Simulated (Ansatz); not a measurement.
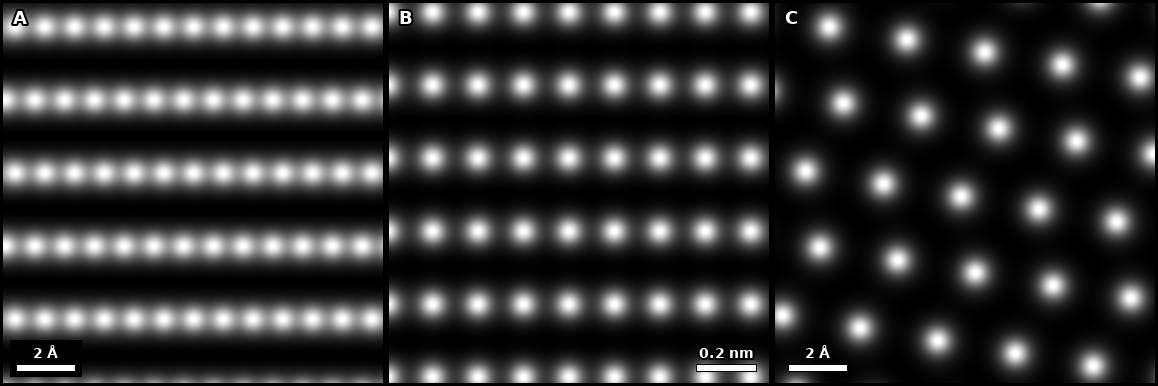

Three views of Zr (P6_3/mmc, No. 194) along different zone axes. Simulated as the projected potential of neutral atoms (B = 0.5 Å²) blurred by a 0.53 Å probe, the thin-sample limit of integrated differential phase contrast. Structure: the input geometry of a calculation.

```
Zr
1.0
     3.18381    0.00000    0.00000
    -1.59191    2.75726    0.00000
     0.00000    0.00000    5.11858
Zr
2
Cartesian
  0.0000 1.8382 1.2796
  1.5919 0.9191 3.8389
```

Question: Match the panels to the zone axes [100], [210] and [310].

Answer: A is [310]: projected cell 1.04 × 5.12 Å, 90°, plane group p2mg. B is [210]: projected cell 1.59 × 2.56 Å, 90°, plane group p2mm. C is [100]: projected cell 2.76 × 5.12 Å, 90°, plane group p2mg.
